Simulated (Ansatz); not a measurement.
**CCSD/STO-3G run of SiH2O (SMILES O=[SiH2])**

Aim: the energy change on altering one bond length of SiH2O at CCSD/STO-3G, from 2 runs. 

The results are computed with Ansatz 0.2.0.

61 further runs of the same task are left out: 9 that didn't finish, 52 set aside as unsound or not needed.

## 1. The structure to begin with

SiH2O has 4 atoms, charge 0, and is taken as a singlet. SMILES: `O=[SiH2]`. The shape is that of a PBE0-D4/def2-TZVP optimisation.

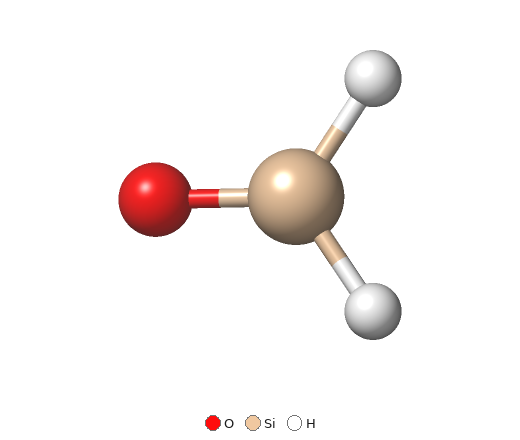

The structure, seen from a chosen angle (oxygen red, silicon light orange, hydrogen white).

## 2. A single-point energy at CCSD/STO-3G

File run.yaml:

```yaml
crystal:
  periodic: [false, false, false]
  atoms:
    - {symbol: O, position_ang: [-0.283200, 0.413500, 1.469500]}
    - {symbol: Si, position_ang: [-0.006700, 0.009800, 0.034900]}
    - {symbol: H, position_ang: [0.439900, -1.346000, -0.376200]}
    - {symbol: H, position_ang: [-0.150000, 0.922700, -1.128300]}
basis:
  gaussian:
    orbitals: STO-3G
accuracy: high
correlation:
  method: ccsd
  frozen_orbitals: {H: 0, O: 1, Si: 5}
magnetization:
  spin_polarized: false
  initial_magnetization: 0
scf:
  omitted_lower_state_checks: [cluster_reference, increment]
```

Launch:

```
$ ansatz run run.yaml --threads 1 --pin off --max-ram 2610MiB --events-out events.jsonl --progress --plain --runs-dir runs
```

Standard output, cut to the lines that bear on the results:

```text
Warning: RAYON_NUM_THREADS=1 ignored (pool sized by the plan → 1); use --threads N
Functional definition: HF
  name "HF"
[...]
267 factors; integrals over basis functions are off by at most 2.6e-8 eV
[...]
mean field -9809.88397807 eV, -360.5065868158 hartree, gradient 4.3e-8 eV, S^2 0.000000; 0 other end points of the search recorded, 0 dependent functions left out; unrestricted orbitals would lower it
6 core orbitals not correlated: weight in the atoms' cores, before any rotation towards them, 1.000 or more for the frozen orbitals, at most 0.000 for the correlated occupied ones
reference -9809.88397807 eV, -360.5065868158 hartree; 6, 6 occupied and 4, 4 virtual orbitals, 267 factors
second order -3.25968264 eV of doubles, -0.00000000 eV of singles
cycle   1  -3.39488071 eV  change   -1.4e-1 eV  update   1.2e-1
[...]
cycle  26  -3.81312012 eV  change  -8.3e-12 eV  update  6.3e-11
Total energy: -9813.69709819 eV, -360.6467163956 hartree
Checks for a lower state left out: cluster_reference, increment
```

Run time: 0.12 s. Hardware: 1 thread of Arm Neoverse V1, shared host.

## 3. The distorted shape at the same level

File input.yaml:

```yaml
crystal:
  periodic: [false, false, false]
  atoms:
    - symbol: O
      position_ang: [-0.352327, 0.514428, 1.828160]
    - symbol: Si
      position_ang: [-0.006700, 0.009800, 0.034900]
    - symbol: H
      position_ang: [0.439900, -1.346000, -0.376200]
    - symbol: H
      position_ang: [-0.150000, 0.922700, -1.128300]
basis:
  gaussian: {orbitals: STO-3G}
correlation: {method: ccsd, frozen_orbitals: {H: 0, O: 1, Si: 5}}
accuracy: high
scf: {omitted_lower_state_checks: [cluster_reference, increment]}
```

Launch:

```
$ ansatz run input.yaml --threads 1 --pin off --max-ram 2610MiB --events-out events.jsonl --progress --plain --runs-dir runs
```

Standard output, cut to the lines that bear on the results:

```text
Warning: RAYON_NUM_THREADS=1 ignored (pool sized by the plan → 1); use --threads N
Functional definition: HF
  name "HF"
[...]
267 factors; integrals over basis functions are off by at most 2.6e-8 eV
[...]
mean field -9807.59141082 eV, -360.4223365236 hartree, gradient 1.0e-8 eV, S^2 0.000000; 1 other end points of the search recorded, 0 dependent functions left out; unrestricted orbitals would lower it
6 core orbitals not correlated: weight in the atoms' cores, before any rotation towards them, 1.000 or more for the frozen orbitals, at most 0.000 for the correlated occupied ones
reference -9807.59141082 eV, -360.4223365236 hartree; 6, 6 occupied and 4, 4 virtual orbitals, 267 factors
second order -3.14165717 eV of doubles, -0.00000000 eV of singles
cycle   1  -3.25646373 eV  change   -1.1e-1 eV  update   2.4e-1
[...]
cycle  25  -4.71340443 eV  change  -1.2e-10 eV  update   1.4e-9
Total energy: -9812.30481525 eV, -360.5955509415 hartree
Checks for a lower state left out: cluster_reference, increment
```

Run time: 0.14 s. Hardware: 1 thread of Arm Neoverse V1, shared host.

## 4. Summary of results

At CCSD/STO-3G, 6 core orbitals frozen:

| quantity | value |
| --- | --- |
| first shape: total energy | -360.64672 Eh |
| first shape: correlation energy (6 core orbitals frozen) | -140.1 mEh |
| first shape: T1 diagnostic | 0.024 |
| distorted shape: total energy | -360.59555 Eh |
| distorted shape: correlation energy (6 core orbitals frozen) | -173.2 mEh |
| distorted shape: T1 diagnostic | 0.115 |
| energy change with the O1–Si2 bond stretched from 1.516 to 1.895 Å | 1.392 eV |

With the O1–Si2 bond stretched from 1.516 to 1.895 Å the energy rises by 1.39 eV (32 kcal/mol). The first shape isn't relaxed at this level, so the change isn't measured from a minimum. The minimal basis adds a large error of its own. The T1 diagnostic (first shape) of 0.024 is above the customary mark for such species, so a single reference may not serve. The restricted solution (first shape) is unstable to spin breaking: an unrestricted one lies lower. The T1 diagnostic (distorted shape) of 0.115 is above the customary mark for such species, so a single reference may not serve. The restricted solution (distorted shape) is unstable to spin breaking: an unrestricted one lies lower.
